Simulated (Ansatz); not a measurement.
# What a change does: single-point calculation on CH3F2In

System: CH3F2In, SMILES F[CH](F)[InH2].
Method of run A: RKS PBE0-D4/def2-TZVP (Ansatz 0.2.0).

Text and figures count atoms from 1; the logs count them from 0 in places.

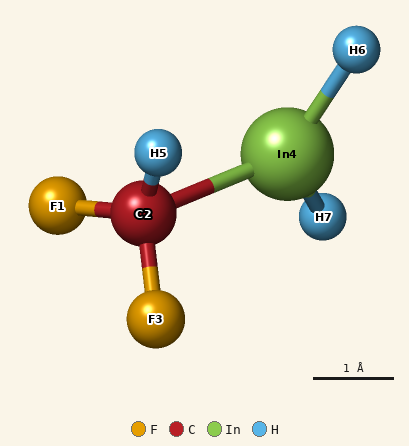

**Figure 1.** The input geometry (ball-and-stick view, seen at a tilt; atoms are numbered from 1 in the order of the input). Sticks mark near contacts. Bond lengths as drawn: C–F 1.37 Å, C–H 1.10 Å, C–In 2.22 Å and H–In 1.72 Å.

### The input, run A
```yaml
crystal:
  periodic: [false, false, false]
  atoms:
    - { symbol: F, position_ang: [0.092087, -1.779592, 0.691143] }
    - { symbol: C, position_ang: [0.571385, -0.496478, 0.620384] }
    - { symbol: F, position_ang: [1.825001, -0.56725, 0.069217] }
    - { symbol: In, position_ang: [-0.745646, 0.71147, -0.688412] }
    - { symbol: H, position_ang: [0.350753, 0.22497, 1.414472] }
    - { symbol: H, position_ang: [-1.5056, 2.114527, -0.038106] }
    - { symbol: H, position_ang: [-0.938869, 0.170402, -2.30763] }
basis:
  gaussian: { orbitals: def2-TZVP }
hamiltonian:
  xc: pbe0
  dispersion: d4
output:
  forces: true
```

Command:
```bash
ansatz run input.yaml --threads 1 --pin off --max-ram 2560MiB --backend cpu --events-out ev --progress --plain --runs-dir out
```

Hardware: 1 thread of Arm Neoverse V1, 24 GiB of memory available, shared host.

### Output (run A)
```
Engine: ansatz 0.2.0, aarch64-unknown-linux-gnu
Functional definition: PBE0
  parameter a = 0.25
  parameter kappa = 0.804
  parameter beta = 0.06672455060314922
  exchange = (1 - a)*pbe_x(kappa = kappa, mu = beta*pi^2/3) + a*exact_x
  correlation = pbe_c(beta = beta)
1105 factors; their error is unknown
mean field evaluation 1: about -11685.6736 eV, gradient 3.3e1 eV
mean field evaluation 2: about -11684.9102 eV, gradient 4.0e1 eV
mean field evaluation 4: about -11687.6422 eV, gradient 1.1e0 eV
mean field evaluation 8: about -11687.6424 eV, gradient 1.5e-2 eV
mean field evaluation 16: about -11687.7058 eV, gradient 2.4e-4 eV
mean field -11687.70583599 eV, -429.5152672610 hartree, gradient 5.4e-5 eV, S^2 0.000000; 0 other end points of the search recorded, 0 dependent functions left out
the calculation of the forces begins
reference -11687.70587595 eV, -429.5152687297 hartree; 24, 24 occupied and 137, 137 virtual orbitals, 1105 factors
Total energy: -11687.79770491 eV, -429.5186433816 hartree
Atom 0 at     0.092087    -1.779592     0.691143 Å, force     0.336585     0.705090     0.983586 eV/Å
Atom 1 at     0.571385    -0.496478     0.620384 Å, force    -1.366310     0.573203    -2.665562 eV/Å
Atom 2 at     1.825001    -0.567250     0.069217 Å, force    -0.250898     0.294690     1.196326 eV/Å
Atom 3 at    -0.745646     0.711470    -0.688412 Å, force    -0.207469    -0.155555    -0.881480 eV/Å
Atom 4 at     0.350753     0.224970     1.414472 Å, force     1.583540    -1.498475     1.477843 eV/Å
Atom 5 at    -1.505600     2.114527    -0.038106 Å, force     0.010546     0.017647     0.063282 eV/Å
Atom 6 at    -0.938869     0.170402    -2.307630 Å, force    -0.105995     0.063400    -0.173994 eV/Å
Dipole moment:    -0.182711     0.336377     0.145837 e Å
```

For run B the input was changed thus:
```diff
-    - { symbol: H, position_ang: [0.350753, 0.22497, 1.414472] }
+    - { symbol: H, position_ang: [0.700766, -0.15245, 1.652201] }
```

What does this change do to the results?

On the same kind of shared host run B took about 80 times as long.

### Output (run B)
```
Engine: ansatz 0.2.0, aarch64-unknown-linux-gnu
Functional definition: PBE0
  parameter a = 0.25
  parameter kappa = 0.804
  parameter beta = 0.06672455060314922
  exchange = (1 - a)*pbe_x(kappa = kappa, mu = beta*pi^2/3) + a*exact_x
  correlation = pbe_c(beta = beta)
1105 factors; their error is unknown
mean field evaluation 1: about -11686.3714 eV, gradient 3.4e1 eV
mean field evaluation 2: about -11685.7405 eV, gradient 4.1e1 eV
mean field evaluation 4: about -11688.4268 eV, gradient 1.7e0 eV
mean field evaluation 8: about -11688.4285 eV, gradient 1.6e-2 eV
mean field evaluation 16: about -11688.4906 eV, gradient 2.9e-4 eV
mean field -11688.49059579 eV, -429.5441066518 hartree, gradient 2.2e-5 eV, S^2 0.000000; 0 other end points of the search recorded, 0 dependent functions left out
the calculation of the forces begins
reference -11688.49063549 eV, -429.5441081108 hartree; 24, 24 occupied and 137, 137 virtual orbitals, 1105 factors
Total energy: -11688.58147312 eV, -429.5474463319 hartree
Atom 0 at     0.092087    -1.779592     0.691143 Å, force     0.001661     0.003010     0.000461 eV/Å
Atom 1 at     0.571385    -0.496478     0.620384 Å, force    -0.004244    -0.000916    -0.002218 eV/Å
Atom 2 at     1.825001    -0.567250     0.069217 Å, force    -0.000262     0.000141     0.001597 eV/Å
Atom 3 at    -0.745646     0.711470    -0.688412 Å, force    -0.000546     0.000351    -0.001244 eV/Å
Atom 4 at     0.700766    -0.152450     1.652201 Å, force     0.002481    -0.001485     0.001017 eV/Å
Atom 5 at    -1.505600     2.114527    -0.038106 Å, force     0.000732    -0.000652     0.000765 eV/Å
Atom 6 at    -0.938869     0.170402    -2.307630 Å, force     0.000178    -0.000449    -0.000379 eV/Å
Dipole moment:    -0.209114     0.336824     0.072998 e Å
```

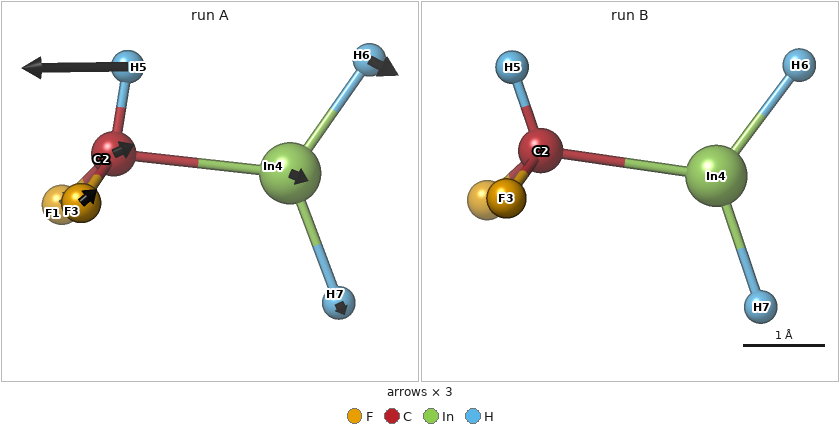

**Figure 2.** The two input geometries at one scale (ball-and-stick view, seen on its broad side). The black arrows on the first give the shifts of the atoms after the best rigid fit, magnified 3 times. The atom that moves furthest after the best rigid fit is H5 (0.44 Å). Largest moves by element: H 0.44 Å, C 0.10 Å, F 0.09 Å, In 0.08 Å.

### The two runs side by side

| quantity | run A | run B |
| --- | --- | --- |
| outcome | converged | converged |
| total energy (hartree) | −429.518643 | – |
| largest force (eV/Å) | 3.050 | – |
| basis functions | 161 | – |
| wall time (shared host) | 7.7 s | 10 min |
